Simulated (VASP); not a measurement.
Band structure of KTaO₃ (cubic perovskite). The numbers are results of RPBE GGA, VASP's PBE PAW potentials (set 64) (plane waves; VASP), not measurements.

Unless said otherwise, spin-orbit coupling is left out, though it shifts the bands of the heavy elements here.

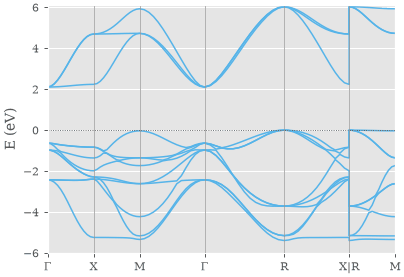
Fig. 1. Bands along high-symmetry lines, zero at the valence-band maximum or, without a gap, the Fermi level

**Question.** Read the plot: is there a gap, and where are the band edges?

**Answer.** The gap is indirect, 2.11 eV, from the valence maximum at R to the conduction minimum at Γ. (Edges off the drawn lines would not show.)

Measured: gap 3.64 eV (computed value off by -1.53 eV), as given by Burak Himmetoglu et al., Journal of Physics Condensed Matter (2016), arXiv:1601.06205.

The compound is KTaO3 in the cubic perovskite structure. It was relaxed first, which changed the volume by +5 %.
